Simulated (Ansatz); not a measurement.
**C$_{4}$H$_{12}$Ge (SMILES C[C](C)(C)[GeH3]): density, localisation and related maps**

| atom | x (Å) | y (Å) | z (Å) |
| --- | --- | --- | --- |
| C | -0.7402 | 0.3990 | -1.3291 |
| C | 0.0630 | -0.0423 | -0.1108 |
| C | 1.4551 | 0.5779 | -0.1515 |
| C | 0.1704 | -1.5628 | -0.0798 |
| Ge | -0.8653 | 0.5697 | 1.5266 |
| H | -0.8371 | 1.4870 | -1.3804 |
| H | -0.2414 | 0.0691 | -2.2488 |
| H | -1.7465 | -0.0291 | -1.3299 |
| H | 2.0580 | 0.2816 | 0.7114 |
| H | 1.4134 | 1.6704 | -0.1740 |
| H | 1.9872 | 0.2500 | -1.0531 |
| H | -0.8132 | -2.0397 | -0.0491 |
| H | 0.7414 | -1.9128 | 0.7847 |
| H | 0.6829 | -1.9226 | -0.9805 |
| H | -0.9897 | 2.1063 | 1.5268 |
| H | -2.2794 | -0.0401 | 1.5980 |
| H | -0.0777 | 0.1380 | 2.7797 |

Geometry: PBE0-D4/def2-TZVP.

Method: RKS PBE0-D4/def2-TZVPP in Ansatz 0.2.0.

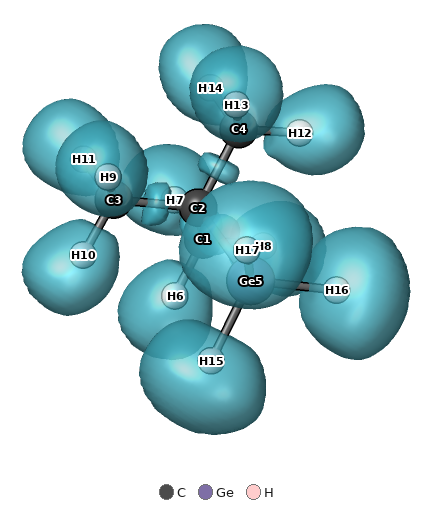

Figure 1. Isosurface of the ELF at 0.85 (cyan), seen at an oblique angle. Only the valence region is drawn (cores and ρ < 0.01 e/Å³ removed).

What do the ELF domains correspond to?

Answer. The ELF exceeds this value in three regions between bonded C–C atoms (shared pairs), twelve regions around hydrogen nuclei and one lobe of the valence shell of C pointing towards Ge (polar bonds). Along the contacts the grid gives the following. C–C (1.52 Å): the ELF peaks at about 0.95 between the atoms, as expected for a covalent bond. C–Ge (1.98 Å): the ELF peaks at about 0.95 in the valence shell of C, 0.7 Å from its nucleus, and is about 0.75 at the midpoint.

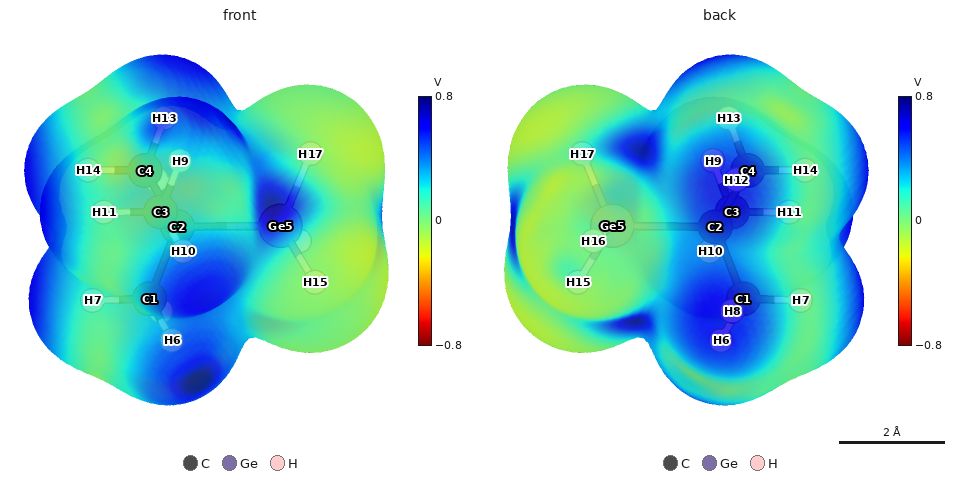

Figure 2. The electrostatic potential painted on the density surface at 0.002 e/bohr³, seen from the front and from behind; the colour scale runs from red (negative) to blue (positive).

Which sites attract a positive test charge, and which a negative one?

Answer. A positive charge is drawn to the negative regions and a negative charge to the positive ones. The most negative region (about −0.1 V) lies over H15, H16 and H17, the most positive (about +0.7 V) over Ge5, H6 and H9.

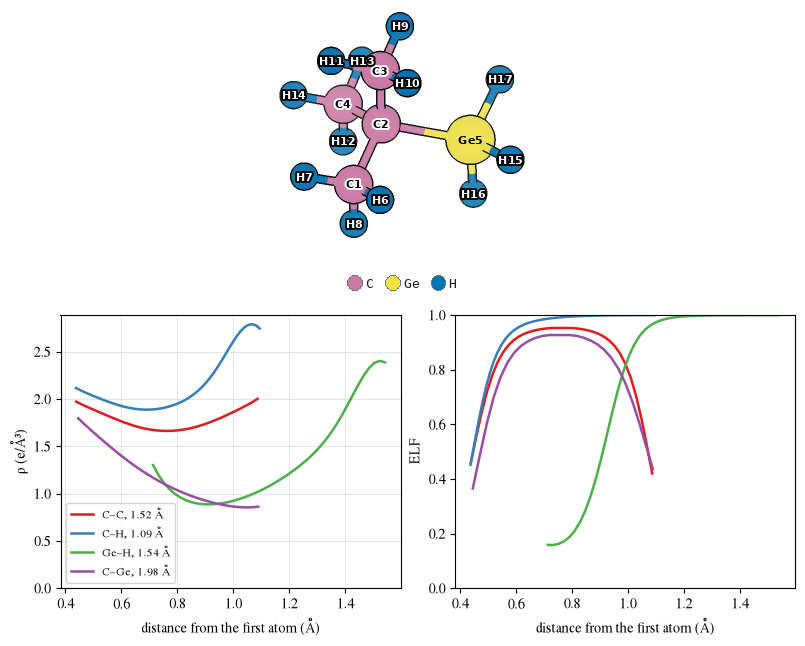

Figure 3. Electron density and ELF along straight lines between neighbouring atoms. The curves leave out the atomic cores. The structure is drawn too.

Compare the contacts.

Answer. C–C (1.52 Å): ρ is about 1.7 e/Å³ halfway; the ELF peaks at about 0.95 between the atoms; a shared electron pair.
C–H (1.09 Å): ρ is about 2 e/Å³ halfway; the ELF climbs to about 1 towards the hydrogen, as it does in any bond to H: an ordinary covalent bond to hydrogen.
Ge–H (1.54 Å): ρ at the midpoint is about 1 e/Å³; the ELF climbs to about 1 towards the hydrogen.
C–Ge (1.98 Å): ρ at the midpoint is about 0.87 e/Å³; the ELF peaks at about 0.95 in the valence shell of C, 0.7 Å from its nucleus, and is about 0.75 at the midpoint.
